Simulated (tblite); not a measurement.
Geometry relaxation, with input and output: C6H15PSi (part 3 of 3)

Continued. System: C6H15PSi. Method: GFN2-xTB geometry optimisation, gas phase (tblite 0.8.0). 

Geometry of the input (Å):
```
C  2.9612  -0.5796  -0.4983
C  2.1277  0.6523  -0.1684
P  0.8133  0.1314  1.0248
C  -0.0809  -1.4001  0.4538
C  -1.1374  -0.5979  -0.2543
C  -2.5228  -1.1883  -0.0662
C  -0.8993  0.6626  0.5315
Si -1.0112  2.2576  -0.4147
H  2.7199  -0.8901  -1.5349
H  2.6867  -1.3861  0.2241
H  4.0207  -0.3461  -0.3550
H  2.7644  1.4526  0.2850
H  1.6912  1.0293  -1.1066
H  0.5397  -2.0437  -0.2152
H  -0.4643  -1.9734  1.3370
H  -0.9276  -0.4489  -1.3199
H  -3.2730  -0.3784  -0.0460
H  -2.5260  -1.7445  0.8906
H  -2.7512  -1.9231  -0.8638
H  -1.5789  0.6880  1.4060
H  0.2522  2.5445  -1.0857
H  -1.3129  3.3110  0.5539
H  -2.0961  2.1981  -1.4085
```

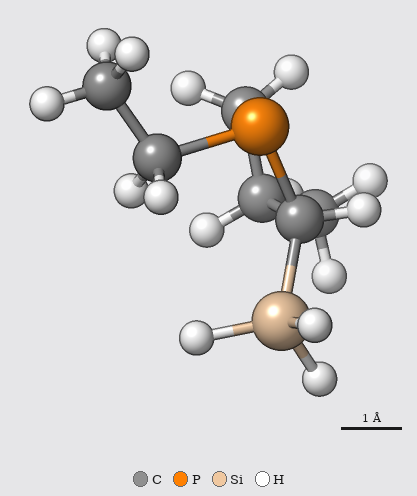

*The geometry at step 144 of the log (ball-and-stick view, seen at a tilt).*

**Trajectory as extended XYZ, continued**
```
23
Properties=species:S:1:pos:R:3:forces:R:3 step=119 energy=-672.88705
C     3.1919   -0.4707   -0.2816    0.0590   0.0260   0.0100
C     1.9219    0.3718   -0.2960    0.0250  -0.0010  -0.0160
P     0.8201   -0.1032    1.1352   -0.0230  -0.0120  -0.0330
C    -0.1017   -1.5245    0.3221    0.0310   0.0070   0.0170
C    -1.1335   -0.5791   -0.3082    0.0040   0.0050  -0.0020
C    -2.5731   -1.0605   -0.2706   -0.0140   0.0010   0.0220
C    -0.8253    0.6378    0.5851    0.0010   0.0130   0.0180
Si   -1.0011    2.3632   -0.1818   -0.0020  -0.0030   0.0140
H     2.9533   -1.5313   -0.3383   -0.0100  -0.0020  -0.0220
H     3.7486   -0.3021    0.6382    0.0000  -0.0020   0.0140
H     3.8364   -0.2161   -1.1231   -0.0370  -0.0100   0.0230
H     2.1766    1.4290   -0.1757   -0.0130  -0.0180   0.0030
H     1.3995    0.2503   -1.2468   -0.0400   0.0090   0.0020
H     0.4683   -2.1478   -0.3662    0.0110  -0.0040   0.0030
H    -0.5517   -2.1618    1.0856    0.0050  -0.0040  -0.0070
H    -0.8663   -0.3596   -1.3450    0.0050  -0.0270  -0.0410
H    -3.2380   -0.2920   -0.6608    0.0010  -0.0100   0.0000
H    -2.8705   -1.2868    0.7521   -0.0080   0.0050   0.0090
H    -2.6954   -1.9622   -0.8688    0.0160   0.0140  -0.0100
H    -1.4600    0.5863    1.4784   -0.0170   0.0140   0.0080
H    -0.0605    2.5609   -1.2865    0.0050  -0.0180  -0.0140
H    -0.7803    3.3860    0.8410   -0.0080  -0.0250  -0.0080
H    -2.3640    2.4394   -0.7190    0.0080   0.0430   0.0100
23
Properties=species:S:1:pos:R:3:forces:R:3 step=128 energy=-672.89033
C     3.2125   -0.4505   -0.2496    0.0090   0.0140  -0.0030
C     1.9251    0.3649   -0.3001    0.0020  -0.0070  -0.0040
P     0.8139   -0.1161    1.1208   -0.0230   0.0100   0.0040
C    -0.1051   -1.5346    0.3010    0.0220   0.0010   0.0160
C    -1.1426   -0.5880   -0.3213    0.0020  -0.0040   0.0080
C    -2.5858   -1.0567   -0.2651   -0.0040  -0.0170  -0.0010
C    -0.8284    0.6296    0.5682    0.0060   0.0090   0.0080
Si   -0.9997    2.3579   -0.1913    0.0010   0.0040   0.0130
H     2.9963   -1.5173   -0.2830   -0.0160   0.0020  -0.0060
H     3.7530   -0.2457    0.6724    0.0000  -0.0090   0.0070
H     3.8607   -0.2071   -1.0899   -0.0060   0.0150  -0.0040
H     2.1541    1.4289   -0.1901   -0.0090  -0.0140  -0.0050
H     1.4135    0.2193   -1.2539   -0.0020   0.0020  -0.0030
H     0.4686   -2.1498   -0.3920   -0.0010   0.0080  -0.0020
H    -0.5469   -2.1815    1.0610   -0.0120   0.0000  -0.0060
H    -0.8859   -0.3785   -1.3640   -0.0020   0.0090   0.0040
H    -3.2486   -0.2706   -0.6228    0.0010  -0.0100  -0.0030
H    -2.8677   -1.3064    0.7565    0.0050   0.0080   0.0080
H    -2.7281   -1.9394   -0.8853   -0.0040  -0.0170  -0.0130
H    -1.4620    0.5865    1.4636   -0.0110  -0.0110  -0.0140
H    -0.1410    2.5104   -1.3676    0.0190  -0.0080   0.0020
H    -0.6681    3.3559    0.8246    0.0190   0.0120  -0.0150
H    -2.3925    2.5157   -0.6232    0.0030   0.0060   0.0090
23
Properties=species:S:1:pos:R:3:forces:R:3 step=136 energy=-672.89228
C     3.2119   -0.4431   -0.2445    0.0050   0.0360  -0.0030
C     1.9203    0.3646   -0.3028   -0.0160   0.0110   0.0070
P     0.8062   -0.1109    1.1190   -0.0250  -0.0060   0.0210
C    -0.1045   -1.5347    0.3001    0.0160   0.0100   0.0040
C    -1.1465   -0.5947   -0.3250   -0.0050   0.0110   0.0050
C    -2.5882   -1.0674   -0.2628   -0.0140   0.0050  -0.0050
C    -0.8393    0.6262    0.5627    0.0220   0.0110   0.0180
Si   -0.9922    2.3597   -0.1895    0.0070   0.0030  -0.0020
H     3.0015   -1.5099   -0.2994    0.0030  -0.0030  -0.0050
H     3.7371   -0.2489    0.6886   -0.0040  -0.0160   0.0110
H     3.8712   -0.1781   -1.0698   -0.0120  -0.0080  -0.0060
H     2.1437    1.4302   -0.1985   -0.0070  -0.0080  -0.0020
H     1.4134    0.2104   -1.2577   -0.0070   0.0060  -0.0030
H     0.4797   -2.1393   -0.3933   -0.0170  -0.0200   0.0030
H    -0.5462   -2.1866    1.0560    0.0100   0.0000  -0.0160
H    -0.8946   -0.3852   -1.3684    0.0100   0.0000  -0.0060
H    -3.2500   -0.2837   -0.6266   -0.0180   0.0000  -0.0120
H    -2.8698   -1.3032    0.7627    0.0140  -0.0200  -0.0200
H    -2.7328   -1.9542   -0.8775    0.0070  -0.0130   0.0180
H    -1.4788    0.5766    1.4534    0.0120   0.0170   0.0040
H    -0.1455    2.4800   -1.3790   -0.0090   0.0020  -0.0050
H    -0.6117    3.3590    0.8085    0.0190  -0.0100  -0.0030
H    -2.3896    2.5602   -0.5870    0.0090  -0.0080  -0.0030
23
Properties=species:S:1:pos:R:3:forces:R:3 step=144 energy=-672.89434
C     3.2077   -0.4277   -0.2315    0.0030   0.0300  -0.0020
C     1.9081    0.3663   -0.2941   -0.0110   0.0000   0.0000
P     0.7945   -0.1144    1.1250   -0.0120  -0.0220   0.0270
C    -0.1055   -1.5362    0.2918    0.0020  -0.0010   0.0160
C    -1.1513   -0.5961   -0.3278    0.0010   0.0080  -0.0040
C    -2.5904   -1.0763   -0.2639   -0.0070  -0.0110   0.0160
C    -0.8456    0.6252    0.5613    0.0200   0.0030   0.0140
Si   -0.9728    2.3596   -0.1935   -0.0030  -0.0010  -0.0260
H     3.0103   -1.4963   -0.2949   -0.0140  -0.0110  -0.0090
H     3.7243   -0.2377    0.7074    0.0050   0.0080  -0.0040
H     3.8663   -0.1503   -1.0530    0.0100  -0.0060   0.0080
H     2.1170    1.4356   -0.2015    0.0090  -0.0040   0.0180
H     1.4033    0.1973   -1.2470   -0.0090   0.0100  -0.0240
H     0.4843   -2.1321   -0.4044   -0.0070   0.0000  -0.0160
H    -0.5448   -2.2027    1.0349   -0.0100   0.0020   0.0290
H    -0.8973   -0.3862   -1.3700   -0.0140   0.0210  -0.0320
H    -3.2643   -0.2961   -0.6125    0.0060   0.0100  -0.0160
H    -2.8591   -1.3284    0.7600   -0.0120  -0.0020   0.0310
H    -2.7354   -1.9599   -0.8819    0.0210  -0.0190  -0.0250
H    -1.4919    0.5867    1.4472    0.0090  -0.0070   0.0050
H    -0.1811    2.4396   -1.4233    0.0010   0.0030  -0.0160
H    -0.5023    3.3529    0.7714    0.0050  -0.0120   0.0050
H    -2.3788    2.6043   -0.5307    0.0080   0.0010   0.0070
23
Properties=species:S:1:pos:R:3:forces:R:3 step=153 energy=-672.89619
C     3.2054   -0.4109   -0.2222    0.0040   0.0000  -0.0040
C     1.8991    0.3710   -0.2924    0.0080   0.0080   0.0020
P     0.7873   -0.1218    1.1236   -0.0120  -0.0010   0.0060
C    -0.1126   -1.5396    0.2860    0.0020   0.0010   0.0030
C    -1.1607   -0.5986   -0.3285    0.0030   0.0060  -0.0030
C    -2.5953   -1.0918   -0.2608    0.0000  -0.0020   0.0050
C    -0.8501    0.6227    0.5596    0.0080   0.0060   0.0020
Si   -0.9507    2.3565   -0.2030   -0.0090   0.0020  -0.0070
H     3.0178   -1.4802   -0.3099    0.0030   0.0070   0.0000
H     3.7012   -0.2327    0.7304    0.0050  -0.0040  -0.0080
H     3.8791   -0.1126   -1.0238   -0.0030  -0.0050  -0.0020
H     2.1003    1.4409   -0.1922    0.0010   0.0080   0.0090
H     1.4005    0.2032   -1.2494    0.0010   0.0050   0.0010
H     0.4734   -2.1332   -0.4154   -0.0030  -0.0080   0.0050
H    -0.5502   -2.2051    1.0318   -0.0030  -0.0050  -0.0030
H    -0.9169   -0.3846   -1.3730    0.0110   0.0020  -0.0080
H    -3.2770   -0.3206   -0.6151    0.0020  -0.0030  -0.0030
H    -2.8612   -1.3445    0.7642   -0.0150   0.0050   0.0050
H    -2.7235   -1.9794   -0.8782   -0.0070  -0.0010   0.0010
H    -1.4966    0.5936    1.4455    0.0000  -0.0040  -0.0060
H    -0.2184    2.4077   -1.4715    0.0000  -0.0090   0.0030
H    -0.3956    3.3300    0.7372    0.0020  -0.0020  -0.0020
H    -2.3598    2.6569   -0.4736    0.0010  -0.0030   0.0070
23
Properties=species:S:1:pos:R:3:forces:R:3 step=162 energy=-672.89680
C     3.2030   -0.4038   -0.2250    0.0000  -0.0050  -0.0040
C     1.8977    0.3803   -0.2831    0.0010   0.0000   0.0010
P     0.7837   -0.1236    1.1285   -0.0200  -0.0040  -0.0030
C    -0.1149   -1.5420    0.2885    0.0140   0.0010   0.0060
C    -1.1617   -0.6014   -0.3291    0.0080  -0.0060   0.0010
C    -2.5967   -1.0952   -0.2630    0.0000   0.0010  -0.0010
C    -0.8525    0.6200    0.5587    0.0030  -0.0020   0.0070
Si   -0.9436    2.3529   -0.2057   -0.0140  -0.0150  -0.0270
H     3.0103   -1.4720   -0.3138    0.0090  -0.0010   0.0090
H     3.7084   -0.2285    0.7230    0.0020  -0.0080  -0.0060
H     3.8707   -0.1081   -1.0327   -0.0060   0.0070   0.0010
H     2.0983    1.4496   -0.1719    0.0020  -0.0070   0.0030
H     1.3983    0.2216   -1.2411   -0.0040   0.0080   0.0000
H     0.4729   -2.1382   -0.4094   -0.0050   0.0010  -0.0030
H    -0.5547   -2.2070    1.0338    0.0010   0.0050  -0.0010
H    -0.9139   -0.3878   -1.3729   -0.0040  -0.0070  -0.0070
H    -3.2787   -0.3277   -0.6239    0.0040   0.0120  -0.0130
H    -2.8686   -1.3410    0.7623    0.0050   0.0010   0.0040
H    -2.7229   -1.9863   -0.8754   -0.0020  -0.0050   0.0010
H    -1.5036    0.5916    1.4407    0.0000   0.0020   0.0100
H    -0.2248    2.3866   -1.4826   -0.0040   0.0010   0.0010
H    -0.3600    3.3165    0.7256    0.0020   0.0210   0.0090
H    -2.3516    2.6705   -0.4623    0.0070   0.0000   0.0120
23
Properties=species:S:1:pos:R:3:forces:R:3 step=170 energy=-672.89736
C     3.2030   -0.4022   -0.2290    0.0030  -0.0050   0.0010
C     1.8976    0.3828   -0.2727    0.0060  -0.0030  -0.0020
P     0.7819   -0.1288    1.1341   -0.0070  -0.0030  -0.0020
C    -0.1153   -1.5455    0.2900    0.0060  -0.0030   0.0050
C    -1.1602   -0.6041   -0.3291    0.0050  -0.0010   0.0020
C    -2.5971   -1.0925   -0.2660    0.0010  -0.0010   0.0000
C    -0.8513    0.6172    0.5598    0.0060   0.0020   0.0020
Si   -0.9429    2.3489   -0.2083   -0.0010  -0.0010  -0.0040
H     3.0118   -1.4697   -0.3270    0.0000  -0.0020  -0.0050
H     3.7154   -0.2382    0.7171   -0.0060   0.0050   0.0030
H     3.8653   -0.0958   -1.0370   -0.0040  -0.0020  -0.0030
H     2.1001    1.4505   -0.1500    0.0020  -0.0030   0.0000
H     1.3943    0.2362   -1.2306    0.0030   0.0040  -0.0020
H     0.4719   -2.1418   -0.4082    0.0010   0.0020   0.0010
H    -0.5561   -2.2105    1.0345   -0.0050   0.0000   0.0010
H    -0.9106   -0.3939   -1.3732    0.0010   0.0080   0.0020
H    -3.2723   -0.3294   -0.6489    0.0040   0.0030  -0.0010
H    -2.8781   -1.3168    0.7618   -0.0010  -0.0030  -0.0010
H    -2.7214   -1.9951   -0.8620    0.0010  -0.0020   0.0010
H    -1.5028    0.5894    1.4418   -0.0050   0.0040  -0.0060
H    -0.2378    2.3770   -1.4931   -0.0060  -0.0020   0.0030
H    -0.3479    3.3178    0.7117    0.0010   0.0040   0.0020
H    -2.3524    2.6714   -0.4465   -0.0030   0.0000   0.0020
```

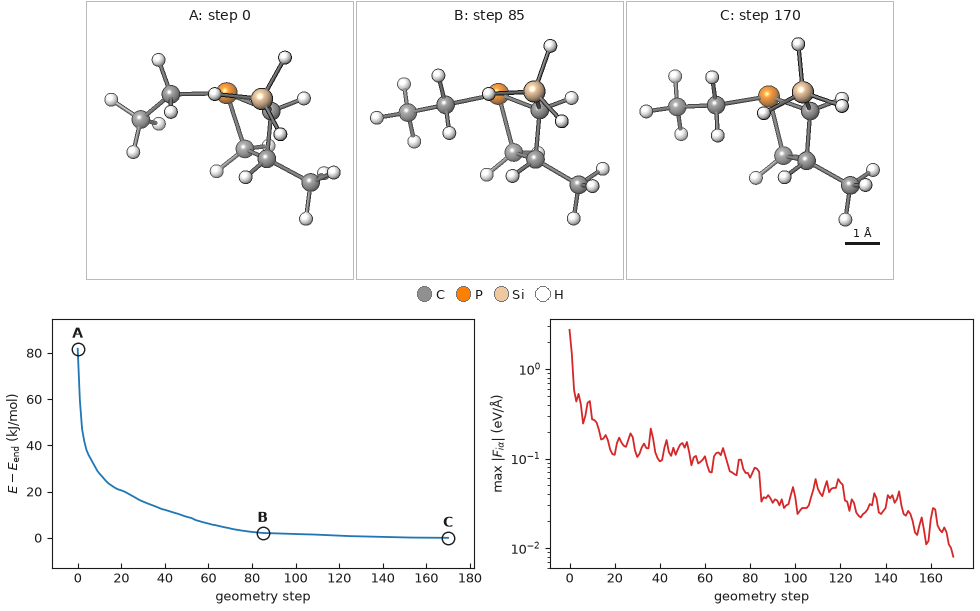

*Frames of the relaxation (ball-and-stick view, seen at a tilt) above the curves, on which the letters mark them (steps are counted from 0).*

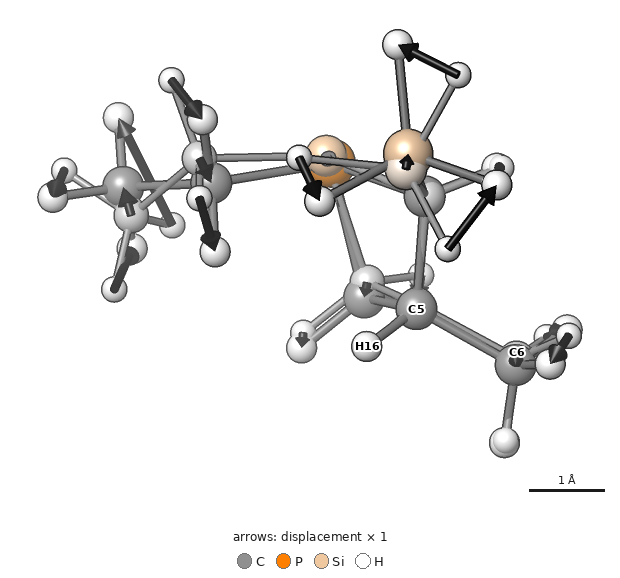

*Start (faint) and end (solid) with the displacements as black arrows, at true length (ball-and-stick view, seen at a tilt). The two geometries are laid on each other by the best rigid fit.*

H10 moves most after the best rigid fit: 1.64 Å. Largest moves by element: H 1.64 Å, C 0.40 Å, P 0.27 Å, Si 0.21 Å. Distances before and after: C7–Si8 1.858 → 1.897 Å, C4–C5 1.504 → 1.537 Å, C1–H10 1.117 → 1.088 Å, P3–C7 1.860 → 1.885 Å. Among the angles that change: C2–P3–C7 113.8° → 100.4°, C2–P3–C4 112.0° → 98.8°, P3–C7–H20 111.2° → 105.0°. Over 170 geometry steps the energy falls by 81.8 kJ/mol. Largest force component: 2.7 eV/Å at the start, 0.008 eV/Å at the end. (Atoms are counted from 1 in the order of the input.)

**Results in brief**

- outcome: converged
- total energy: −672.8974 eV
- wall time: 1.6 s
- peak memory: 0.17 GiB
